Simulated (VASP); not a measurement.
Band structure of CuAu (L1_0). Computed with PBE GGA with spin-orbit coupling, VASP's PBE PAW potentials (set 64) (plane waves; VASP 6.6.1).

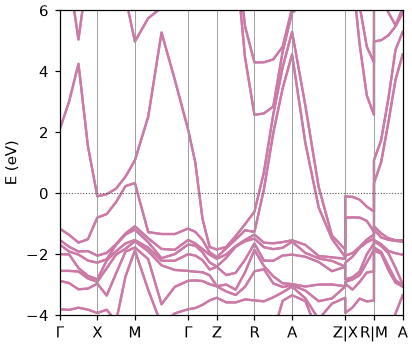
Figure. Bands along high-symmetry lines, zero at the valence-band maximum or, without a gap, the Fermi level

Task: Read the plot: is there a gap, and where are the band edges?

Result: It has no gap at this level: it comes out as a metal or semimetal.

The compound is CuAu in the L1_0 structure. It was relaxed first.
